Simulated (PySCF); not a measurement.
SMILES Fc1cc[c]([GeH3])s1, singlet, GFN2-xTB optimised geometry. Atoms within 1.6 Å of the plane z = 0.0 Å (x, y, z in Å): F1 (0.74, -3.16, 0.00), C2 (0.54, -1.84, 0.00), C3 (1.50, -0.88, 0.00), C4 (0.92, 0.41, 0.00), C5 (-0.44, 0.41, 0.00), Ge6 (-1.66, 1.91, 0.00), S7 (-1.07, -1.21, 0.00), H8 (2.55, -1.09, 0.00), H9 (1.50, 1.32, 0.00), H10 (-2.55, 1.85, -1.19), H11 (-0.84, 3.16, -0.04), H12 (-2.50, 1.90, 1.23).

Level of theory: B3LYP/def2-TZVP run with PySCF. Cells within 0.4 Å of a nucleus heavier than hydrogen are left out (blank, or x).

Map of the deformation density (molecule minus spherical neutral atoms) (e/bohr³) on the plane z = 0.0 Å:

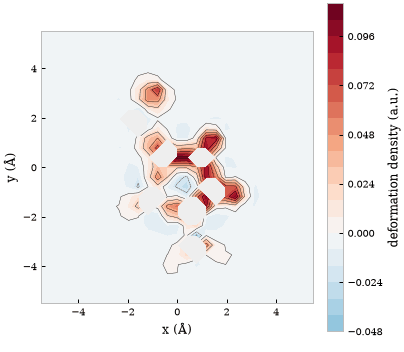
Fig. 1. Deformation density (molecule minus spherical neutral atoms) (e/bohr³) on the plane z = 0.0 Å.
